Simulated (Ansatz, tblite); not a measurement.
# C₂₀H₆₀Si₉: spin-state energies by level

Aim: set other spin states of C₂₀H₆₀Si₉ against its singlet, on many levels of theory.

The runs use Ansatz 0.2.0, Gaussian basis; as each input shows.

Levels to be run: triplet, at the geometry of the singlet (GFN1-xTB, GFN2-xTB, PBE0-D4/def2-TZVP, PBE-D4/def2-TZVP); the singlet's energies come from earlier runs.

1 further run of the same task is left out (set aside as unsound or not needed). Runs told in other sessions of the task aren't counted.

### Step 1. The structure

The singlet was relaxed beforehand with PBE-D4/def2-SVP.

SMILES `C[Si](C)(C)[Si](C)(C)[Si](C)(C)[Si](C)(C)[Si](C)(C)[Si](C)(C)[Si](C)(C)[Si](C)(C)[Si](C)(C)C`, 89 atoms, charge 0, spin multiplicity 1.

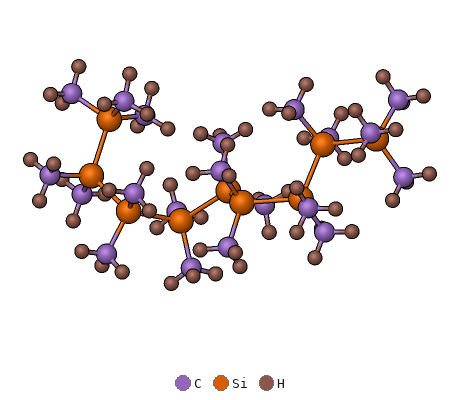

The geometry (carbon purple, silicon orange, hydrogen brown).

### Step 2. Triplet at the fixed geometry, GFN1-xTB

Tight binding, by tblite at 300 K electronic temperature and without a spin-polarisation term:

```python
tblite.interface.Calculator('GFN1-xTB', numbers, positions, charge=0, uhf=2).singlepoint()
```

Energy -2479.6254 eV; 0.67 s.

### Step 3. Triplet at the fixed geometry, GFN2-xTB

Tight binding, by tblite at 300 K electronic temperature and without a spin-polarisation term:

```python
tblite.interface.Calculator('GFN2-xTB', numbers, positions, charge=0, uhf=2).singlepoint()
```

Energy -2412.6404 eV; 0.99 s.

### Step 4. Triplet at the fixed geometry, PBE0-D4/def2-TZVP

in.yaml reads:

```yaml
crystal:
  periodic: [false, false, false]
  atoms:
    - {symbol: C, position_ang: [-4.018262, 1.330918, -2.771964]}
    - {symbol: Si, position_ang: [-4.886093, 1.869896, -1.169153]}
    - {symbol: C, position_ang: [-6.492986, 2.785046, -1.624892]}
    - {symbol: C, position_ang: [-3.753616, 3.062828, -0.213748]}
    - {symbol: Si, position_ang: [-5.473285, 0.014553, 0.165341]}
    - {symbol: C, position_ang: [-6.657405, 0.650996, 1.529630]}
    - {symbol: C, position_ang: [-6.427980, -1.253428, -0.897656]}
    - {symbol: Si, position_ang: [-3.674457, -1.031474, 1.280020]}
    - {symbol: C, position_ang: [-2.846199, 0.239379, 2.437721]}
    - {symbol: C, position_ang: [-4.439914, -2.400542, 2.379410]}
    - {symbol: Si, position_ang: [-2.121041, -2.088919, -0.161269]}
    - {symbol: C, position_ang: [-2.932064, -2.435625, -1.858679]}
    - {symbol: C, position_ang: [-1.686648, -3.792270, 0.595335]}
    - {symbol: Si, position_ang: [-0.074891, -0.962143, -0.545550]}
    - {symbol: C, position_ang: [0.870067, -2.106702, -1.754988]}
    - {symbol: C, position_ang: [-0.328970, 0.729846, -1.394035]}
    - {symbol: Si, position_ang: [1.227990, -0.624216, 1.399325]}
    - {symbol: C, position_ang: [0.865334, 1.080513, 2.179899]}
    - {symbol: C, position_ang: [0.883777, -1.972856, 2.710487]}
    - {symbol: Si, position_ang: [3.537718, -0.679167, 0.892615]}
    - {symbol: C, position_ang: [4.055906, -2.407537, 0.266385]}
    - {symbol: C, position_ang: [4.463130, -0.354061, 2.537529]}
    - {symbol: Si, position_ang: [4.187740, 0.971903, -0.668352]}
    - {symbol: C, position_ang: [3.361379, 2.652050, -0.283657]}
    - {symbol: C, position_ang: [3.735108, 0.461099, -2.453332]}
    - {symbol: Si, position_ang: [6.529150, 1.265233, -0.548578]}
    - {symbol: C, position_ang: [7.424099, -0.413470, -0.567714]}
    - {symbol: C, position_ang: [7.105199, 2.284784, -2.049973]}
    - {symbol: C, position_ang: [6.993414, 2.208532, 1.036385]}
    - {symbol: H, position_ang: [-3.049964, 0.838331, -2.553364]}
    - {symbol: H, position_ang: [-3.813869, 2.208392, -3.421093]}
    - {symbol: H, position_ang: [-4.643691, 0.619397, -3.349077]}
    - {symbol: H, position_ang: [-6.279265, 3.667182, -2.264919]}
    - {symbol: H, position_ang: [-7.187481, 2.122288, -2.181448]}
    - {symbol: H, position_ang: [-7.021804, 3.143439, -0.717836]}
    - {symbol: H, position_ang: [-2.770411, 2.596077, 0.000467]}
    - {symbol: H, position_ang: [-3.569085, 3.986460, -0.801921]}
    - {symbol: H, position_ang: [-4.204463, 3.360858, 0.755037]}
    - {symbol: H, position_ang: [-7.557323, 1.123306, 1.082969]}
    - {symbol: H, position_ang: [-6.160907, 1.406166, 2.173083]}
    - {symbol: H, position_ang: [-6.997522, -0.180991, 2.180944]}
    - {symbol: H, position_ang: [-5.813471, -1.616764, -1.744912]}
    - {symbol: H, position_ang: [-6.728419, -2.132799, -0.290598]}
    - {symbol: H, position_ang: [-7.350675, -0.797228, -1.313415]}
    - {symbol: H, position_ang: [-2.378497, 1.064408, 1.864842]}
    - {symbol: H, position_ang: [-2.060024, -0.239946, 3.057028]}
    - {symbol: H, position_ang: [-3.597012, 0.683530, 3.124526]}
    - {symbol: H, position_ang: [-3.655842, -2.921644, 2.967385]}
    - {symbol: H, position_ang: [-4.966062, -3.161641, 1.767517]}
    - {symbol: H, position_ang: [-5.173124, -1.969083, 3.092427]}
    - {symbol: H, position_ang: [-2.224597, -2.970825, -2.525945]}
    - {symbol: H, position_ang: [-3.832677, -3.073265, -1.737542]}
    - {symbol: H, position_ang: [-3.241167, -1.498788, -2.364070]}
    - {symbol: H, position_ang: [-1.243751, -3.693422, 1.605835]}
    - {symbol: H, position_ang: [-2.597191, -4.420945, 0.681557]}
    - {symbol: H, position_ang: [-0.959179, -4.333274, -0.045599]}
    - {symbol: H, position_ang: [1.067430, -3.096668, -1.295589]}
    - {symbol: H, position_ang: [1.844137, -1.665292, -2.046437]}
    - {symbol: H, position_ang: [0.279190, -2.271597, -2.680077]}
    - {symbol: H, position_ang: [0.644149, 1.236029, -1.562061]}
    - {symbol: H, position_ang: [-0.957785, 1.402124, -0.776295]}
    - {symbol: H, position_ang: [-0.821538, 0.609859, -2.380976]}
    - {symbol: H, position_ang: [1.028727, 1.899362, 1.451309]}
    - {symbol: H, position_ang: [-0.178650, 1.146155, 2.544918]}
    - {symbol: H, position_ang: [1.540472, 1.256505, 3.043552]}
    - {symbol: H, position_ang: [1.520716, -1.819527, 3.606329]}
    - {symbol: H, position_ang: [1.092423, -2.985934, 2.311114]}
    - {symbol: H, position_ang: [-0.176909, -1.946126, 3.037506]}
    - {symbol: H, position_ang: [3.781083, -3.188177, 1.006248]}
    - {symbol: H, position_ang: [5.153504, -2.455803, 0.111265]}
    - {symbol: H, position_ang: [3.562871, -2.660042, -0.692796]}
    - {symbol: H, position_ang: [4.139075, -1.072665, 3.318846]}
    - {symbol: H, position_ang: [5.559264, -0.468844, 2.405518]}
    - {symbol: H, position_ang: [4.270282, 0.670806, 2.915102]}
    - {symbol: H, position_ang: [3.765191, 3.448019, -0.943800]}
    - {symbol: H, position_ang: [2.263866, 2.606327, -0.441071]}
    - {symbol: H, position_ang: [3.542157, 2.957017, 0.767123]}
    - {symbol: H, position_ang: [2.636980, 0.404377, -2.596610]}
    - {symbol: H, position_ang: [4.132868, 1.200983, -3.178705]}
    - {symbol: H, position_ang: [4.164374, -0.529263, -2.708827]}
    - {symbol: H, position_ang: [7.141311, -1.010857, -1.458844]}
    - {symbol: H, position_ang: [7.173164, -1.010679, 0.333042]}
    - {symbol: H, position_ang: [8.525898, -0.275280, -0.586773]}
    - {symbol: H, position_ang: [8.200971, 2.462956, -2.012750]}
    - {symbol: H, position_ang: [6.601837, 3.273331, -2.078349]}
    - {symbol: H, position_ang: [6.877919, 1.761726, -3.001592]}
    - {symbol: H, position_ang: [8.090051, 2.376166, 1.089258]}
    - {symbol: H, position_ang: [6.689144, 1.650233, 1.944528]}
    - {symbol: H, position_ang: [6.497069, 3.200417, 1.067493]}
basis:
  gaussian: {orbitals: def2-TZVP, fitting: {mean_field: def2-universal-jkfit}}
magnetization: {spin_polarized: true, initial_magnetization: 2}
hamiltonian: {xc: pbe0, dispersion: d4}
scf: {omitted_lower_state_checks: [starts]}
output: {orbitals: {seedname: orbitals}}
```

Launch:

```bash
$ ansatz run in.yaml --threads 4 --pin off --events-out ev --progress --plain --max-ram 46080MiB --backend cuda --devices 0, --max-vram 37GiB
```

What it wrote:

```text
Functional definition: PBE0
  name "PBE0"
  cite "Adamo & Barone, J. Chem. Phys. 110, 6158 (1999) doi:10.1063/1.478522"
  cite "Perdew, Burke & Ernzerhof, Phys. Rev. Lett. 77, 3865 (1996) doi:10.1103/PhysRevLett.77.3865"
  parent pbe
  parameter a = 0.25
  parameter kappa = 0.804
  parameter beta = 0.06672455060314922
  exchange = (1 - a)*pbe_x(kappa = kappa, mu = beta*pi^2/3) + a*exact_x
  correlation = pbe_c(beta = beta)
these checks for a lower state are left out or cut short: starts
3732 factors; integrals over basis functions are off by at most 3.6e-1 eV
mean field evaluation 1: about -92490.9858 eV, gradient 1.4e2 eV
mean field evaluation 2: about -92450.9675 eV, gradient 1.5e2 eV
mean field evaluation 4: about -92567.3856 eV, gradient 2.9e1 eV
mean field evaluation 8: about -92575.0261 eV, gradient 1.0e0 eV
mean field evaluation 16: about -92575.0474 eV, gradient 9.5e-2 eV
mean field evaluation 32: about -92575.0366 eV, gradient 6.6e-1 eV
mean field -92575.04948348 eV, -3402.0703188956 hartree, gradient 5.6e-6 eV, S^2 2.007776; 0 other end points of the search recorded, 0 dependent functions left out
reference -92575.04957898 eV, -3402.0703224051 hartree; 154, 152 occupied and 1159, 1161 virtual orbitals, 3732 factors
Total energy: -92578.18351016 eV, -3402.1854922518 hartree
Checks for a lower state left out: starts
```

Wall time 55 s (1 × H100 (card shared with other runs) with 4 threads of AMD EPYC 7R13, shared host); peak host memory 2.5 GiB.

From the report: HOMO -1.68 eV, LUMO -4.67 eV (over both spins; with the spin held, an empty level of the minority spin lies below the top filled one); ⟨S²⟩ 2.008 (pure: 2.00).

### Step 5. Triplet at the fixed geometry, PBE-D4/def2-TZVP

start.molden holds the orbitals of an earlier run on this state, given as this run's starting guess.

in.yaml: that of step 4 with these lines changed.

```diff
@@ -93,5 +93,5 @@
 basis:
-  gaussian: {orbitals: def2-TZVP, fitting: {mean_field: def2-universal-jkfit}}
+  gaussian: {orbitals: def2-TZVP, fitting: {mean_field: def2-universal-jkfit}, initial_orbitals: start.molden}
 magnetization: {spin_polarized: true, initial_magnetization: 2}
-hamiltonian: {xc: pbe0, dispersion: d4}
+hamiltonian: {xc: pbe, dispersion: d4}
 scf: {omitted_lower_state_checks: [starts]}
```

The command is unchanged.

What it wrote:

```text
Functional definition: PBE
  name "PBE"
  cite "Perdew, Burke & Ernzerhof, Phys. Rev. Lett. 77, 3865 (1996) doi:10.1103/PhysRevLett.77.3865"
  parent pbe
  parameter kappa = 0.804
  parameter beta = 0.06672455060314922
  exchange = pbe_x(kappa = kappa, mu = beta*pi^2/3)
  correlation = pbe_c(beta = beta)
these checks for a lower state are left out or cut short: starts
3732 factors; integrals over basis functions are off by at most 3.6e-1 eV
mean field evaluation 1: about -92563.2153 eV, gradient 1.8e1 eV
mean field evaluation 2: about -92563.8825 eV, gradient 8.1e-1 eV
mean field evaluation 4: about -92563.8933 eV, gradient 2.6e-1 eV
mean field evaluation 8: about -92563.9037 eV, gradient 2.4e-2 eV
mean field evaluation 16: about -92563.9038 eV, gradient 4.7e-5 eV
mean field -92563.90376633 eV, -3401.6607213451 hartree, gradient 3.7e-6 eV, S^2 2.003387; 0 other end points of the search recorded, 0 dependent functions left out
reference -92563.90389521 eV, -3401.6607260815 hartree; 154, 152 occupied and 1159, 1161 virtual orbitals, 3732 factors
Total energy: -92567.38593364 eV, -3401.7886886334 hartree
Checks for a lower state left out: starts
```

Wall time 19 s (1 × H100 (card shared with other runs) with 4 threads of AMD EPYC 7R13, shared host); peak host memory 2.4 GiB.

HOMO -1.24 eV, LUMO -5.12 eV (over both spins; with the spin held, an empty level of the minority spin lies below the top filled one); ⟨S²⟩ 2.003 (pure: 2.00).

### Step 6. Triplet less singlet, vertical

The singlet's energies are those of its earlier runs, whose logs aren't repeated here.

| level | triplet less singlet, vertical (kcal/mol) | time |
| --- | --- | --- |
| GFN1-xTB | +66.7 | 1.1 s |
| GFN2-xTB | +74.5 | 1.5 s |
| PBE-D4/def2-TZVP | +93.4 | 27 s |
| PBE0-D4/def2-TZVP | +105.2 | 70 s |

Times add the two runs; a level without a time comes out of a correlated run. Tight binding without a spin term can't rank spin states.

### Step 7. What came out

| quantity | value |
| --- | --- |
| triplet less singlet, vertical, functionals in def2-TZVP | +93.4 (PBE-D4) to +105.2 kcal/mol (PBE0-D4) |

All functionals put the triplet above the singlet, over a spread of 11.7 kcal/mol. The checks for a lower triplet were left out, so another state of that spin may lie lower. These are electronic energies, without zero-point motion, entropy or surroundings.
